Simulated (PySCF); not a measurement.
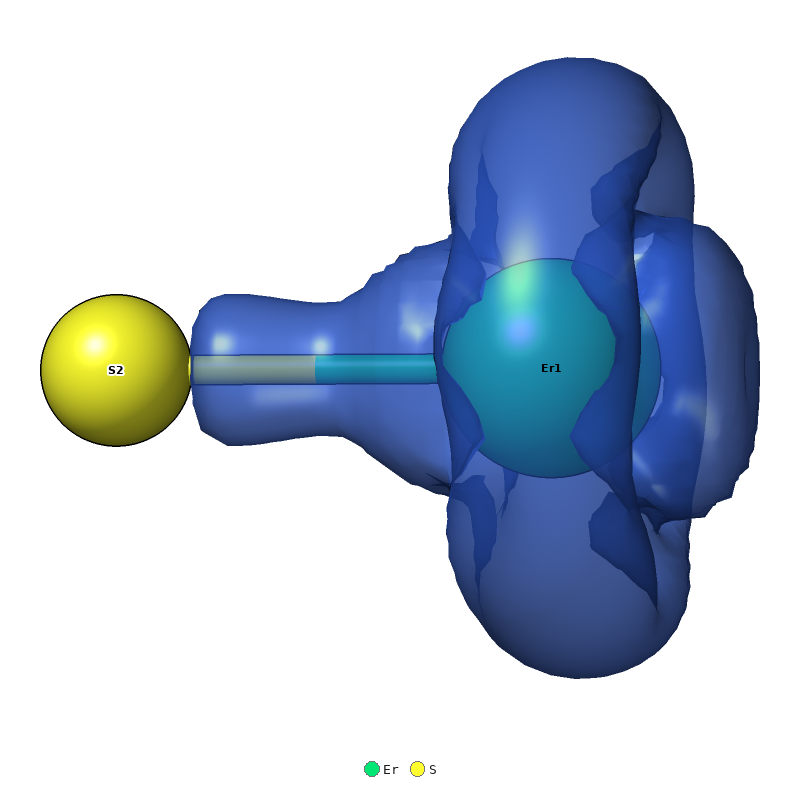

Figure. ErS (quintet). Isosurface of the spin density at +0.03 e/Å³ (blue), seen from one side.

The calculation used PBE0/x2c-TZVPall, spin-free X2C-1e, Gaussian nucleus, at a bond length of 2.263 Å (PySCF 2.14.0).

**Where is the unpaired spin?**

The unpaired spin (4 electrons) lies mostly on Er1 (about 3.9) and S2 (about 0.1), in electrons by Hirshfeld's partition.
